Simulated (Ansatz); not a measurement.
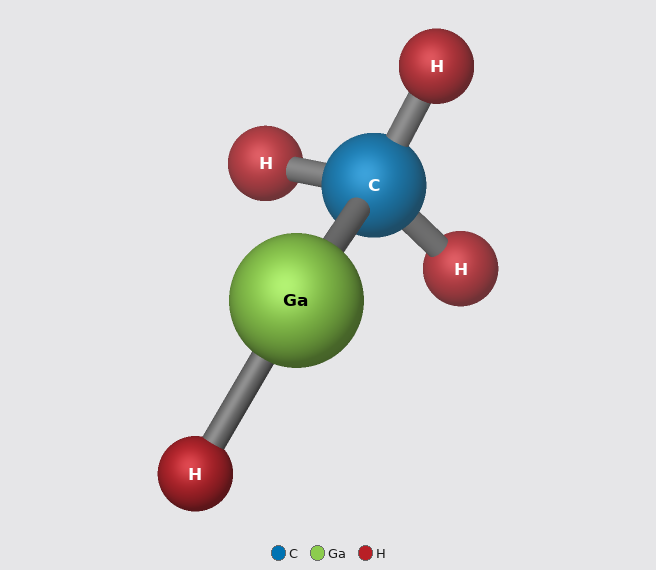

The species is neutral and a spin doublet. The computed structure is the end point of a PBE0-D4/def2-TZVP optimisation. No frequency run is at hand to confirm it as a minimum. Properties computed with UHF-CCSD(T), frozen core/def2-TZVPP (Ansatz 0.2.0).

> Give the ⟨S²⟩ of the determinant at this level.

0.756.

> Estimate the T1 diagnostic.

0.014.
